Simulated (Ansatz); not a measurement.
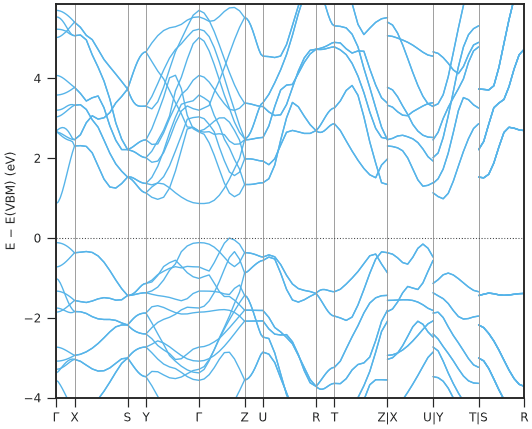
Fig. 1. Band structure from plane-wave PAW PBE (Ansatz code)

Question: Read off the gap and where the band edges lie.

Answer: About 0.9 eV (0.86 eV by a search for the band edges); maximum on the Γ–Z line, 68 % of the way from Γ, minimum on the Γ–Z line, 9 % of the way from Γ.

The material is GeSe in space group Pnma (No. 62; Ge on 4c, Se on 4c).

The cell was relaxed with PBE under the symmetry of its start. A crystal of weakly bound layers computed without a dispersion correction: the cell and the soft elastic constants depend strongly on that. Spin–orbit coupling is left out wherever it is not named.

Potentials: the later of the program's two PAW sets.
